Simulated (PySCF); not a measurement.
# H8S4Si4: what the fields show

```yaml
atoms:
  - { symbol: Si, position_ang: [1.8382, 0.9588, -0.7947] }
  - { symbol: H, position_ang: [3.0493, 1.7143, -1.2092] }
  - { symbol: H, position_ang: [0.9446, 0.7221, -1.9635] }
  - { symbol: S, position_ang: [0.7741, 2.1579, 0.6389] }
  - { symbol: Si, position_ang: [-1.2731, 1.8970, 0.0324] }
  - { symbol: H, position_ang: [-1.9864, 3.0703, 0.5997] }
  - { symbol: H, position_ang: [-1.3523, 1.8503, -1.4540] }
  - { symbol: S, position_ang: [-2.2715, 0.1921, 0.8771] }
  - { symbol: Si, position_ang: [-1.6551, -1.3855, -0.4522] }
  - { symbol: H, position_ang: [-0.9824, -0.7648, -1.6293] }
  - { symbol: H, position_ang: [-2.8568, -2.1518, -0.8738] }
  - { symbol: S, position_ang: [-0.4025, -2.8306, 0.5125] }
  - { symbol: Si, position_ang: [1.1292, -1.5971, 1.3859] }
  - { symbol: H, position_ang: [0.5207, -0.4591, 2.1215] }
  - { symbol: H, position_ang: [1.8764, -2.5299, 2.2684] }
  - { symbol: S, position_ang: [2.6132, -0.8778, 0.0068] }
```

Geometry: PBE0-D3(BJ)/def2-SVP.

Computed with PBE0/pcSseg-1, SCF density, gas phase, non-relativistic in PySCF 2.14.0.

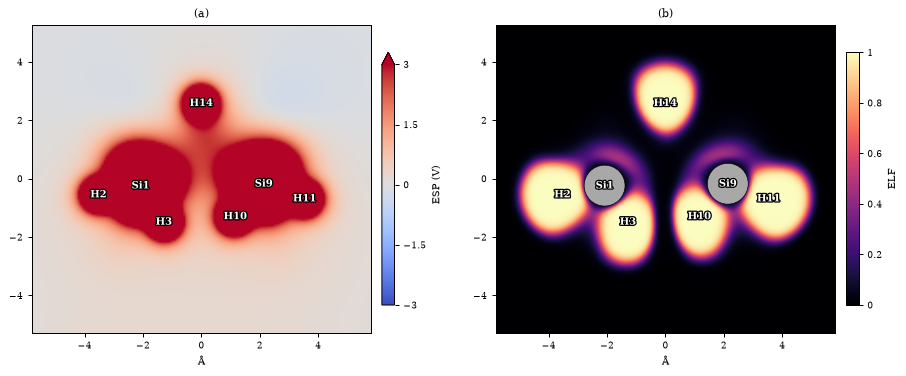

Figure 1. (a) electrostatic potential; (b) ELF on the plane of atoms H10, Si9 and H11. Grey discs cover the atomic cores in the ELF map.

Q: Describe what can be read from this map.

A: The section cuts through Si and H sites. Si–H (1.49 Å): the ELF climbs to about 1 towards the hydrogen, as it does in any bond to H. The potential has no marked negative region in this plane.

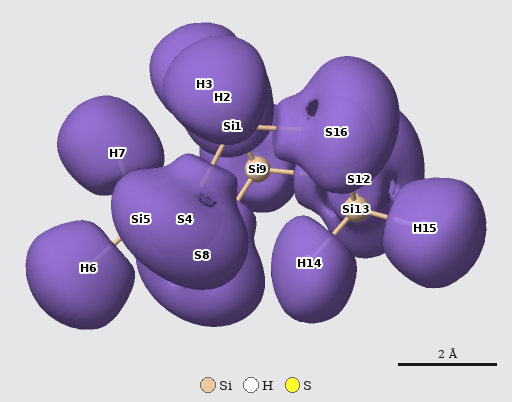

Figure 2. Isosurface of the electron localisation function at 0.75 (purple), seen from one side. Core shells and regions of very low density are left out.

Q: Where are the electrons localised?

A: The surface consists of eight regions around hydrogen nuclei and four regions on S in which the atom's valence shell and bonds are merged. Along the contacts the grid gives the following. Si–S (2.14 Å): the ELF peaks at about 0.90 between the atoms (a shared electron pair).

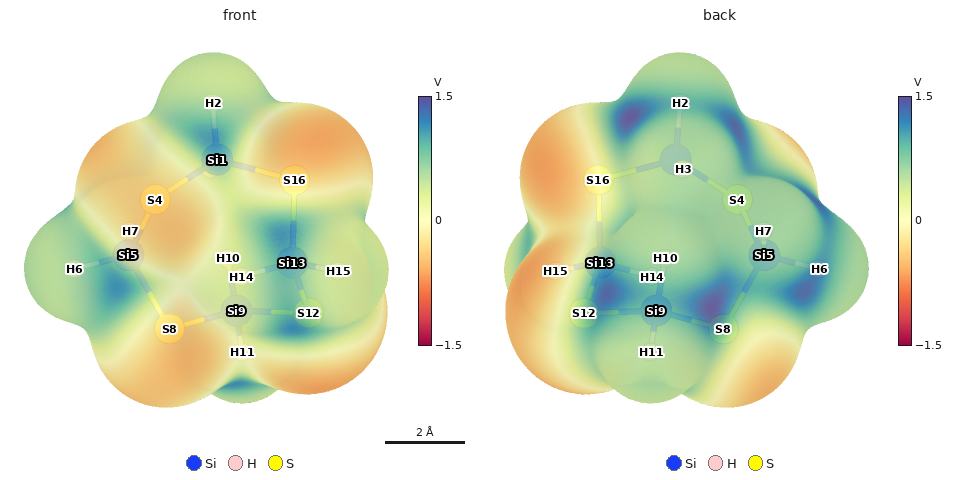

Figure 3. The electrostatic potential painted on the density surface at 0.002 e/bohr³, seen from the front and from behind; the colour scale runs from red (negative) to blue (positive).

Q: Describe the electrostatic potential map.

A: The most negative region (about −0.7 V) lies over S12 and S16, the most positive (about +1.4 V) over Si1, Si5 and Si9.
